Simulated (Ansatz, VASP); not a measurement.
# CdS (Hawleyite) in two plane-wave programs

Aim: how closely do two programs agree when they are given the same cell, functional and k mesh?

Main program and level: Ansatz 0.2.0; plane waves, with VASP 6.6.1 beside it; G0W0 gap at PBE.

**1. The starting structure**

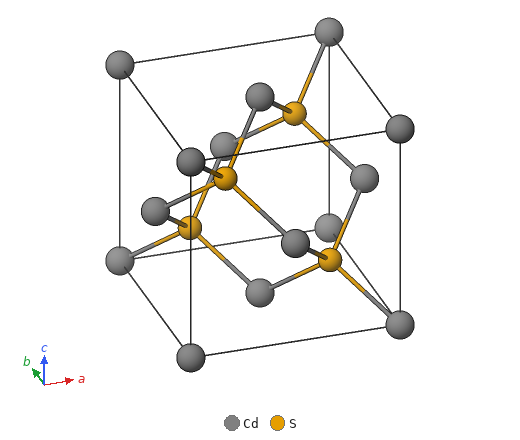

The starting structure, seen from a free direction (cadmium grey, sulfur orange). This picture shows the conventional cell, with its axes. Bonds to atoms that aren't drawn are left out. Some periodic images of atoms are drawn too.

As a file:

```cif
data_structure
_symmetry_space_group_name_H-M 'P 1'
_symmetry_Int_Tables_number 1
_cell_length_a 4.1835
_cell_length_b 4.1835
_cell_length_c 4.1835
_cell_angle_alpha 60.000
_cell_angle_beta 60.000
_cell_angle_gamma 60.000
_cell_volume 51.77
loop_
_atom_site_label
_atom_site_type_symbol
_atom_site_fract_x
_atom_site_fract_y
_atom_site_fract_z
_atom_site_occupancy
Cd1 Cd 0.00000 0.00000 0.00000 1
S2 S 0.25000 0.25000 0.25000 1
```

**2. VASP: G0W0 gap, PBE**

Quasiparticle shifts depend on high empty states and on the cores, so they are the hardest test of two PAW sets.

Lines of VASP's logs that name or quote its potential files are left out, and so is its time.

Input file INCAR:

```
SYSTEM = CdS
PREC = Accurate
ENCUT = 300
ISMEAR = 0
SIGMA = 0.01
LREAL = .FALSE.
GGA = PE
NBANDS = 384
ALGO = EVGW0
NELMGW = 1
ENCUTGW = 220
NOMEGA = 48
PRECFOCK = Fast
NBANDSGW = 24
LWAVE = .FALSE.
LCHARG = .FALSE.
```

Input file POSCAR:

```
CdS
1.0
    0.0000000000      2.9582000000      2.9582000000
    2.9582000000      0.0000000000      2.9582000000
    2.9582000000      2.9582000000      0.0000000000
Cd S
1 1
Direct
    0.0000000000      0.0000000000      0.0000000000
    0.2500000000      0.2500000000      0.2500000000
```

Input file KPOINTS:

```
Automatic mesh
0
Gamma
6 6 6
0 0 0
```

Potentials, in the order of the species: Cd_GW and S_GW (PBE family, release 64).

On the command line:

```bash
> mpirun -np 8 vasp_std
```

Numbers of over 12 decimals in the logs are rounded to 6 here.

Output:

```text
[banner, memory and clock lines left out]
running    8 mpi-ranks, on    1 nodes
 distrk:  each k-point on    8 cores,    1 groups
 distr:  one band on    1 cores,    8 groups

 POSCAR found type information on POSCAR CdS
 POSCAR found :  2 types and       2 ions
|                                                                             |
|           W    W    AA    RRRRR   N    N  II  N    N   GGGG   !!!           |
|           W    W   A  A   R    R  NN   N  II  NN   N  G    G  !!!           |
|           W    W  A    A  R    R  N N  N  II  N N  N  G       !!!           |
|           W WW W  AAAAAA  RRRRR   N  N N  II  N  N N  G  GGG   !            |
|           WW  WW  A    A  R   R   N   NN  II  N   NN  G    G                |
|           W    W  A    A  R    R  N    N  II  N    N   GGGG   !!!           |
|                                                                             |
|     For optimal performance we recommend to set                             |
|       NCORE = 2 up to number-of-cores-per-socket                            |
|     NCORE specifies how many cores store one orbital (NPAR=cpu/NCORE).      |
|     This setting can greatly improve the performance of VASP for DFT.       |
|     The default, NCORE=1 might be grossly inefficient on modern             |
|     multi-core architectures or massively parallel machines. Do your        |
|     Unfortunately you need to use the default for GW and RPA                |
|     calculations (for HF NCORE is supported but not extensively tested      |
|     yet).                                                                   |
|                                                                             |

|                                                                             |
|           W    W    AA    RRRRR   N    N  II  N    N   GGGG   !!!           |
|           W    W   A  A   R    R  NN   N  II  NN   N  G    G  !!!           |
|           W    W  A    A  R    R  N N  N  II  N N  N  G       !!!           |
|           W WW W  AAAAAA  RRRRR   N  N N  II  N  N N  G  GGG   !            |
|           WW  WW  A    A  R   R   N   NN  II  N   NN  G    G                |
|           W    W  A    A  R    R  N    N  II  N    N   GGGG   !!!           |
|                                                                             |
|     The default for ENCUTGWSOFT is different in this version of VASP.       |
|     please manually set ENCUTGWSOFT =220 in the INCAR file.                 |
|                                                                             |

 LDA part: xc-table for (Slater+PW92), standard interpolation
 found WAVECAR, reading the header
 POSCAR, INCAR and KPOINTS ok, starting setup
 FFT: planning ... GRIDC
 FFT: planning ... GRID_SOFT
 FFT: planning ... GRID
 reading WAVECAR
 the WAVECAR file was read successfully
 initial charge from wavefunction
 available memory per node:     88.25 GB, setting MAXMEM to     90369

 The Fermi energy was updated, please check that it is located mid-gap
 values below the HOMO (VB) or above the LUMO (CB) will cause erroneous energies
 E-fermi :   2.7670

 calculate exact exchange contribution
 the WAVEDER file was read successfully
energies w=
    0.000    0.000    0.456    0.000    0.909    0.000    1.359    0.000
    1.804    0.000    2.242    0.000    2.673    0.000    3.096    0.000
    3.511    0.000    3.918    0.000    4.318    0.000    4.712    0.000
    5.099    0.000    5.483    0.000    5.863    0.000    6.241    0.000
    6.620    0.000    6.999    0.000    7.381    0.000    7.769    0.000
    8.163    0.000    8.567    0.000    8.982    0.000    9.411    0.000
    9.859    0.000   10.329    0.000   10.824    0.000   11.349    0.000
   11.912    0.000   12.519    0.000   13.179    0.000   13.903    0.000
   14.706    0.000   15.605    0.000   16.621    0.000   17.787    0.000
   19.140    0.000   20.739    0.000   22.658    0.000   25.012    0.000
   27.971    0.000   31.805    0.000   36.973    0.000   44.304    0.000
   55.492    0.000   74.608    0.000  114.500    0.000  248.280    0.000
 responsefunction array rank=     392
 LDA part: xc-table for (Slater+PW92), standard interpolation

 min. memory requirement per mpi rank    465.5 MB, per node   3723.9 MB

 allocating   6 responsefunctions rank=   392
 shmem allocating  48 responsefunctions rank=   392
 response function shared by NCSHMEM nodes    1
 Doing            6  frequencies on each core in blocks of           48
NQ=   1    0.0000    0.0000    0.0000,
|.........|.........|.........|.........|.........|.........|.........|.........
 performed       1752000 updates of chi_q(r,r)
 total number of BLAS operations       2100.26 Gflops
NQ=   2    0.1667    0.0000    0.0000,
|.........|.........|.........|.........|.........|.........|.........|.........
 performed       4758000 updates of chi_q(r,r)
 total number of BLAS operations       5357.24 Gflops
NQ=   3    0.3333    0.0000    0.0000,
|.........|.........|.........|.........|.........|.........|.........|.........
 performed       7764000 updates of chi_q(r,r)
 total number of BLAS operations       8996.56 Gflops
NQ=   4    0.5000    0.0000    0.0000,
|.........|.........|.........|.........|.........|.........|.........|.........
 performed      10327000 updates of chi_q(r,r)
 total number of BLAS operations      12148.42 Gflops
NQ=   5    0.1667    0.1667    0.0000,
|.........|.........|.........|.........|.........|.........|.........|.........
 performed      13333000 updates of chi_q(r,r)
 total number of BLAS operations      15458.72 Gflops
NQ=   6    0.3333    0.1667    0.0000,
|.........|.........|.........|.........|.........|.........|.........|.........
 performed      17924000 updates of chi_q(r,r)
 total number of BLAS operations      20846.83 Gflops
NQ=   7    0.5000    0.1667    0.0000,
|.........|.........|.........|.........|.........|.........|.........|.........
 performed      22515000 updates of chi_q(r,r)
 total number of BLAS operations      26178.82 Gflops
NQ=   8   -0.3333    0.1667    0.0000,
|.........|.........|.........|.........|.........|.........|.........|.........
 performed      27106000 updates of chi_q(r,r)
 total number of BLAS operations      31737.07 Gflops
NQ=   9   -0.1667    0.1667    0.0000,
|.........|.........|.........|.........|.........|.........|.........|.........
 performed      31107000 updates of chi_q(r,r)
 total number of BLAS operations      36287.03 Gflops
NQ=  10    0.3333    0.3333    0.0000,
|.........|.........|.........|.........|.........|.........|.........|.........
 performed      34113000 updates of chi_q(r,r)
 total number of BLAS operations      39889.02 Gflops
NQ=  11    0.5000    0.3333    0.0000,
|.........|.........|.........|.........|.........|.........|.........|.........
 performed      38704000 updates of chi_q(r,r)
 total number of BLAS operations      45249.04 Gflops
NQ=  12   -0.3333    0.3333    0.0000,
|.........|.........|.........|.........|.........|.........|.........|.........
 performed      42705000 updates of chi_q(r,r)
 total number of BLAS operations      49944.98 Gflops
NQ=  13    0.5000    0.5000    0.0000,
|.........|.........|.........|.........|.........|.........|.........|.........
 performed      45010000 updates of chi_q(r,r)
 total number of BLAS operations      52722.06 Gflops
NQ=  14    0.5000    0.3333    0.1667,
|.........|.........|.........|.........|.........|.........|.........|.........
 performed      50154000 updates of chi_q(r,r)
 total number of BLAS operations      58854.02 Gflops
NQ=  15   -0.3333    0.3333    0.1667,
|.........|.........|.........|.........|.........|.........|.........|.........
 performed      55003000 updates of chi_q(r,r)
 total number of BLAS operations      64634.46 Gflops
NQ=  16   -0.3333    0.5000    0.1667,
|.........|.........|.........|.........|.........|.........|.........|.........
 performed      59023000 updates of chi_q(r,r)
 total number of BLAS operations      69476.01 Gflops
 resolving degeneracies of screened two electron integrals

 calculate QP shifts <psi_nk| G(iteration)W_0 |psi_nk>: iteration 1
 entering main loop
```

From OUTCAR (step 2):

```text
ion  position               nearest neighbor table
   1  0.000  0.000  0.000-   2 2.56   2 2.56   2 2.56   2 2.56
   2  0.250  0.250  0.250-   1 2.56   1 2.56   1 2.56   1 2.56

  LATTYP: Found a face centered cubic cell.
 ALAT       =     5.9164000000

 Subroutine GETGRP returns: Found 24 space group operations
 (whereof 24 operations were pure point group operations)

The static configuration has the point symmetry T_d .

 Found     16 irreducible k-points:

   k-points           NKPTS =     16   k-points in BZ     NKDIM =    216   number of bands    NBANDS=    384

   dimension x,y,z NGX =    24 NGY =   24 NGZ =   24
   dimension x,y,z NGXF=    48 NGYF=   48 NGZF=   48

   ENCUT  =  300.0 eV  22.05 Ry    4.70 a.u.   5.91  5.91  5.91*2*pi/ulx,y,z

   NELECT =      18.0000    total number of electrons

  energy-cutoff  :      300.00
  volume of cell :       51.77
      direct lattice vectors                 reciprocal lattice vectors
     0.000000000  2.958200000  2.958200000    -0.169021702  0.169021702  0.169021702
     2.958200000  0.000000000  2.958200000     0.169021702 -0.169021702  0.169021702
     2.958200000  2.958200000  0.000000000     0.169021702  0.169021702 -0.169021702

 k-points in reciprocal lattice and weights: Automatic mesh
   0.00000000  0.00000000  0.00000000       0.005
   0.16666667  0.00000000  0.00000000       0.037
   0.33333333  0.00000000  0.00000000       0.037
   0.50000000  0.00000000  0.00000000       0.019
   0.16666667  0.16666667  0.00000000       0.028
   0.33333333  0.16666667  0.00000000       0.111
   0.50000000  0.16666667  0.00000000       0.111
  -0.33333333  0.16666667  0.00000000       0.111
  -0.16666667  0.16666667  0.00000000       0.056
[...]
-0.33333333  0.33333333  0.16666667       0.111
  -0.33333333  0.50000000  0.16666667       0.056

 E-fermi :   2.7670

 QP shifts <psi_nk| G(iteration)W_0 |psi_nk>: iteration 1
 for sc-GW calculations column KS-energies equals QP-energies in previous step
 and V_xc(KS)=  KS-energies - (<T + V_ion + V_H > + <T+V_H+V_ion>^1  + <V_x>^1)
 k-point   1 :       0.0000    0.0000    0.0000
  band No.  KS-energies  QP-energies   sigma(KS)   V_xc(KS)     V^pw_x(r,r')   Z            occupation Imag(sigma)
    ...
      6      -4.8956      -7.0041     -18.4759     -15.4991     -23.1772       0.7083       2.0000       0.2782
      7       2.2455       1.3227     -14.9446     -13.6981     -16.4712       0.7403       2.0000      -0.0104
      8       2.2455       1.3227     -14.9446     -13.6981     -16.4712       0.7403       2.0000      -0.0104
      9       2.2455       1.3227     -14.9446     -13.6981     -16.4712       0.7403       2.0000      -0.0104
     10       3.2885       3.2421      -9.8179      -9.7588      -6.1269       0.7849       0.0000      -0.1088
     11       8.7813       9.0586      -9.2767      -9.6368      -4.8248       0.7699       0.0000      -0.1304
     12       8.7813       9.0586      -9.2767      -9.6368      -4.8248       0.7699       0.0000      -0.1304
     13       8.7813       9.0586      -9.2767      -9.6368      -4.8248       0.7699       0.0000      -0.1304
    ...

 k-point   2 :       0.1667    0.0000    0.0000
  band No.  KS-energies  QP-energies   sigma(KS)   V_xc(KS)     V^pw_x(r,r')   Z            occupation Imag(sigma)
    ...
      6      -4.8962      -7.0016     -18.4707     -15.4950     -23.1745       0.7075       2.0000       0.2788
      7       0.7841      -0.1795     -13.6904     -12.3748     -15.2892       0.7325       2.0000       0.0130
      8       2.0572       1.1243     -14.7876     -13.5225     -16.3728       0.7374       2.0000      -0.0100
      9       2.0572       1.1243     -14.7876     -13.5225     -16.3728       0.7374       2.0000      -0.0100
     10       4.4467       4.4519     -10.5994     -10.6061      -6.9128       0.7743       0.0000      -0.1171
     11       8.4182       8.6125      -9.2967      -9.5494      -4.8653       0.7688       0.0000      -0.1336
     12       9.0809       9.3643      -9.3727      -9.7432      -4.8302       0.7652       0.0000      -0.1365
     13       9.0809       9.3643      -9.3727      -9.7432      -4.8302       0.7652       0.0000      -0.1365
    ...

 k-point   3 :       0.3333    0.0000    0.0000
  band No.  KS-energies  QP-energies   sigma(KS)   V_xc(KS)     V^pw_x(r,r')   Z            occupation Imag(sigma)
    ...
      6      -4.8807      -6.9876     -18.4937     -15.5186     -23.2067       0.7082       2.0000       0.2814
      7      -0.9995      -2.0311     -13.1051     -11.6440     -15.5169       0.7060       2.0000       0.0609
      8       1.7129       0.7631     -14.5295     -13.2343     -16.2244       0.7333       2.0000      -0.0106
      9       1.7129       0.7631     -14.5295     -13.2343     -16.2244       0.7333       2.0000      -0.0106
     10       5.1341       5.2408      -9.9798     -10.1169      -5.8907       0.7778       0.0000      -0.1155
     11       8.8656       8.9827      -9.6545      -9.8106      -4.9778       0.7501       0.0000      -0.1665
     12       9.3060       9.5660      -9.2720      -9.6129      -4.7242       0.7629       0.0000      -0.1399
     13       9.3060       9.5660      -9.2720      -9.6129      -4.7242       0.7629       0.0000      -0.1399
    ...

 k-point   4 :       0.5000    0.0000    0.0000
  band No.  KS-energies  QP-energies   sigma(KS)   V_xc(KS)     V^pw_x(r,r')   Z            occupation Imag(sigma)
    ...
      6      -4.5523      -6.5629     -18.3598     -15.5246     -23.0857       0.7091       2.0000       0.3083
      7      -1.9053      -2.8789     -12.3177     -10.9022     -15.0383       0.6878       2.0000       0.0917
      8       1.5527       0.5967     -14.4139     -13.1078     -16.1571       0.7320       2.0000      -0.0116
      9       1.5527       0.5967     -14.4139     -13.1078     -16.1571       0.7320       2.0000      -0.0116
     10       5.1846       5.2995      -9.7993      -9.9466      -5.6905       0.7800       0.0000      -0.1118
     11       9.2411       9.4802      -9.1535      -9.4662      -4.6738       0.7644       0.0000      -0.1367
     12       9.2411       9.4802      -9.1535      -9.4662      -4.6738       0.7644       0.0000      -0.1367
     13       9.5702       9.6214      -9.5693      -9.6388      -4.6541       0.7364       0.0000      -0.1945
    ...

[... 4 further parts left out ...]
```

(Continued in part 2 of 2.)

[Lines on the potential files, build, host, timing and source positions are cut from VASP's logs without a mark.]

[Logs are printed without paths, hosts, clocks, repeated set-up lines and the standing remarks that a program may print on its own settings, such as how far it seeks lower states.]

[Hosts, paths, dates, database ids (printed as entryN), source tags and the programs' standing remarks are cut or masked in the printed files.]
